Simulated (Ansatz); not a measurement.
# USVWN5/STO-3G run of InHF (SMILES [F][InH])

What is the energy change on altering one bond length of InHF at USVWN5/STO-3G? 

The calculation is run with Ansatz 0.2.0.

65 further runs of the same task are left out: 9 that didn't finish, 56 set aside as unsound or not needed.

## (1) Starting point

InHF has 3 atoms, charge 0, and is taken as a doublet. SMILES: `[F][InH]`. The coordinates come from a PBE0-D4/def2-TZVP relaxation.

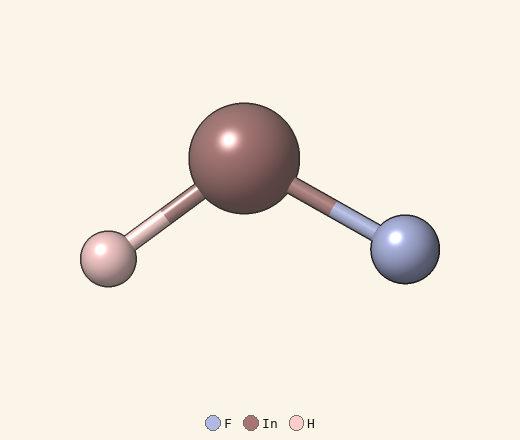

The structure, seen from a chosen angle (fluorine light blue, indium brown, hydrogen pink).

## (2) The energy at USVWN5/STO-3G

Input file molecule.yaml:

```yaml
crystal:
  periodic: [false, false, false]
  atoms:
    - {symbol: F, position_ang: [1.088400, 0.989500, 0.694300]}
    - {symbol: In, position_ang: [-0.522500, 0.355100, -0.244800]}
    - {symbol: H, position_ang: [-0.576900, -1.409400, -0.462800]}
basis:
  gaussian:
    orbitals: STO-3G
magnetization:
  spin_polarized: true
  initial_magnetization: 1
hamiltonian:
  xc: {name: SVWN5}
accuracy: high
```

Run with:

```bash
$ ansatz run molecule.yaml --threads 1 --pin off --max-ram 2610MiB --events-out events.jsonl --progress --plain --runs-dir runs
```

The log of the run:

```text
Warning: RAYON_NUM_THREADS=1 ignored (pool sized by the plan → 1); use --threads N
Functional definition: SVWN5
  name "SVWN5"
  exchange = slater_x
  correlation = vwn5_c
590 factors; integrals over basis functions are off by at most 4.0e-9 eV
mean field evaluation 1: about -157208.6245 eV, gradient 2.2e1 eV
mean field evaluation 2: about -157138.4498 eV, gradient 1.1e2 eV
mean field evaluation 4: about -157213.6201 eV, gradient 7.6e0 eV
mean field evaluation 8: about -157214.0225 eV, gradient 1.3e-1 eV
mean field evaluation 16: about -157214.0227 eV, gradient 4.7e-6 eV
mean field -157214.02273945 eV, -5777.5087721829 hartree, gradient 6.9e-9 eV, S^2 0.751352; 0 other end points of the search recorded, 0 dependent functions left out
reference -157214.02274102 eV, -5777.5087722405 hartree; 30, 29 occupied and 3, 4 virtual orbitals, 590 factors
Total energy: -157214.02274102 eV, -5777.5087722405 hartree
```

It took 1.6 s on 1 thread of Arm Neoverse V2, shared host; peak memory 0.11 GiB.

## (3) The distorted shape

Input file molecule.yaml:

```yaml
crystal:
  periodic: [false, false, false]
  atoms:
    - {symbol: F, position_ang: [1.491113, 1.148095, 0.929068]}
    - {symbol: In, position_ang: [-0.522500, 0.355100, -0.244800]}
    - {symbol: H, position_ang: [-0.576900, -1.409400, -0.462800]}
basis:
  gaussian: {orbitals: STO-3G}
magnetization: {spin_polarized: true, initial_magnetization: 1}
hamiltonian: {xc: {name: SVWN5}}
accuracy: high
```

Run with:

```bash
$ ansatz run molecule.yaml --threads 1 --pin off --max-ram 2610MiB --events-out events.jsonl --progress --plain --runs-dir runs
```

The log of the run:

```text
Warning: RAYON_NUM_THREADS=1 ignored (pool sized by the plan → 1); use --threads N
[... 4 set-up lines as earlier in the session ...]
580 factors; integrals over basis functions are off by at most 4.0e-9 eV
mean field evaluation 1: about -157203.3731 eV, gradient 2.4e1 eV
mean field evaluation 2: about -156939.5101 eV, gradient 1.0e2 eV
mean field evaluation 4: about -157211.6528 eV, gradient 5.6e0 eV
mean field evaluation 8: about -157212.0212 eV, gradient 1.8e0 eV
mean field evaluation 16: about -157211.9985 eV, gradient 3.3e-3 eV
mean field evaluation 32: about -157209.2563 eV, gradient 7.4e0 eV
mean field evaluation 64: about -157211.0338 eV, gradient 3.4e0 eV
mean field -157211.99852981 eV, -5777.4343838505 hartree, gradient 1.3e-8 eV, S^2 0.752141; 4 other end points of the search recorded, 0 dependent functions left out
reference -157211.99853136 eV, -5777.4343839075 hartree; 30, 29 occupied and 3, 4 virtual orbitals, 580 factors
Total energy: -157211.99853136 eV, -5777.4343839075 hartree
```

Wall time 3.3 s (1 thread of Arm Neoverse V2, shared host); peak memory 0.11 GiB.

## (4) Outcome

Level: USVWN5/STO-3G.

| quantity | value |
| --- | --- |
| first shape: total energy | -5777.50877 Eh |
| first shape: ⟨S²⟩ | 0.751 |
| distorted shape: total energy | -5777.43438 Eh |
| distorted shape: ⟨S²⟩ | 0.752 |
| energy change with the F1–In2 bond stretched from 1.970 to 2.462 Å | 2.024 eV |

**Reading.** With the F1–In2 bond stretched from 1.970 to 2.462 Å the energy rises by 2.02 eV (195 kJ/mol). The first shape isn't relaxed at this level, so the change isn't measured from a minimum. The minimal basis adds a large error of its own. Relativity is left out (first shape) although the molecule holds a heavy atom. Relativity is left out (distorted shape) although the molecule holds a heavy atom.
